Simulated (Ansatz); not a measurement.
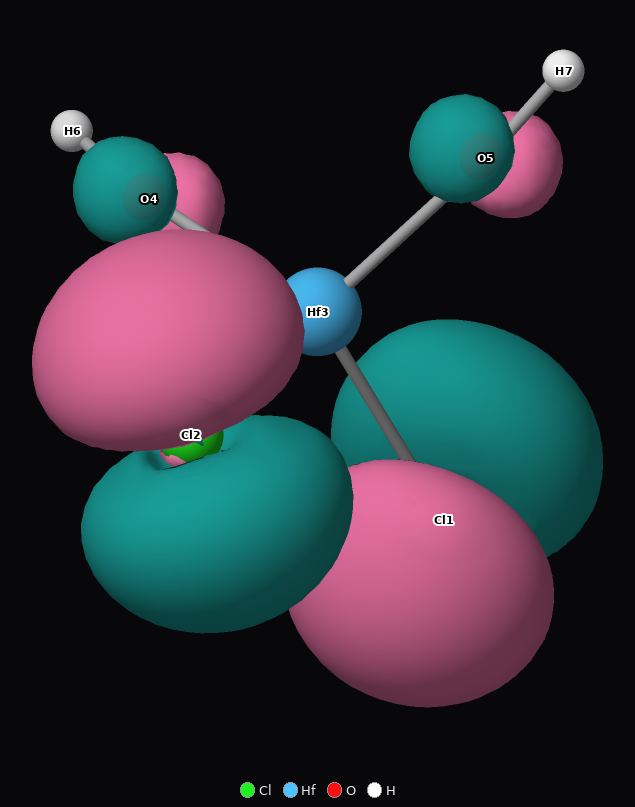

Cl₂H₂HfO₂. The HOMO at ±0.1 Å⁻³ᐟ² (teal and pink are the two phases), seen at a tilt.

Geometry: PBE0-D4/def2-SVP; core potentials replace the inner electrons of Hf.

Computed with isolated molecule in a Gaussian basis; Kohn-Sham density functional theory, functional PBE0 (Ansatz).

Input file:

```
crystal:
  periodic: [false, false, false]
  atoms:
    - symbol: Cl
      position_ang: [-3.585799, 0.526425, -0.571642]
    - symbol: Cl
      position_ang: [-2.020304, 2.691496, 2.255010]
    - symbol: Hf
      position_ang: [-1.645237, 1.662483, 0.159446]
    - symbol: O
      position_ang: [-1.198440, 3.001285, -1.113599]
    - symbol: O
      position_ang: [-0.226281, 0.409886, 0.333200]
    - symbol: H
      position_ang: [-0.881850, 3.623330, -1.766043]
    - symbol: H
      position_ang: [0.538578, -0.162475, 0.348740]
basis:
  gaussian: {orbitals: def2-TZVPD}
hamiltonian: {xc: {name: PBE0}}
total_charge: 0
output: {forces: true, orbitals: {seedname: orbitals}}
```

Run with:

```sh
ansatz run input.yaml --threads 2 --pin off --max-ram 5220MiB --events-out events.jsonl --progress --plain --runs-dir runs
```

Q: What is the character of this orbital?

A: Its weight (Hirshfeld) is mainly on Cl1 (about 45 %) and Cl2 (about 45 %); largely a combination of lone pairs on Cl1 and Cl2. Its energy is −9.00 eV.
